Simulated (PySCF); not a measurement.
H₄O₄Si (SMILES O[Si](O)(O)O) (charge −1, doublet)

```xyz
9

Si    0.1981   -0.1339   -0.4502
O    -0.8063   -1.1778    0.5034
O     0.4747    1.4092    0.2923
O     1.6814   -0.7962    0.3113
O    -1.2371    0.4997   -1.3202
H    -0.1551   -1.6258    1.0561
H    -0.2780    1.9200   -0.0281
H     2.1056   -0.0118    0.6813
H    -1.9402   -0.1065   -1.0558
```

Geometry: PBE0-D3(BJ)/def2-SVP.

Theory: UKS B3LYP, IGLO-III on O Si, pcH-1 on H, non-relativistic, mean-field spin-orbit, GIAO (PySCF).

Q: What can the converged electron density, electron localisation function and spin density tell about the bonding?

A: Si–O (1.73 Å): ρ at the midpoint is about 0.97 e/Å³; the ELF peaks at about 0.90 between the atoms (a polar covalent bond).
O–H (0.96 Å): ρ at the midpoint is about 3.8 e/Å³; the ELF climbs to about 1 towards the hydrogen, as it does in any bond to H; a covalent bond by its length.
Si–O (1.79 Å): the density is about 0.85 e/Å³ at the midpoint; the ELF peaks at about 0.85 between the atoms (a polar covalent bond).
The unpaired spin (1 electron) lies mostly on Si1 (about 0.7), O4 (about 0.1) and O5 (about 0.1), in electrons by Hirshfeld's partition.

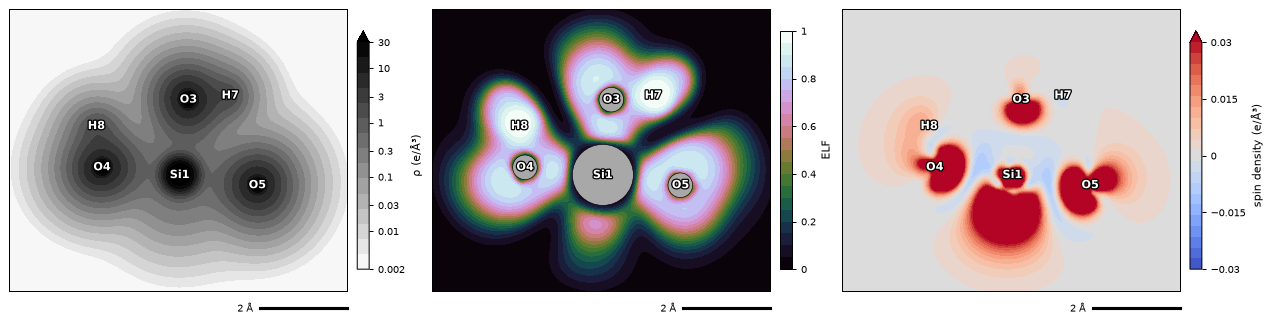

Computed electron density, electron localisation function and spin density on the plane of atoms Si1, O3 and H7, in this order. Grey discs cover the atomic cores in the ELF map. 
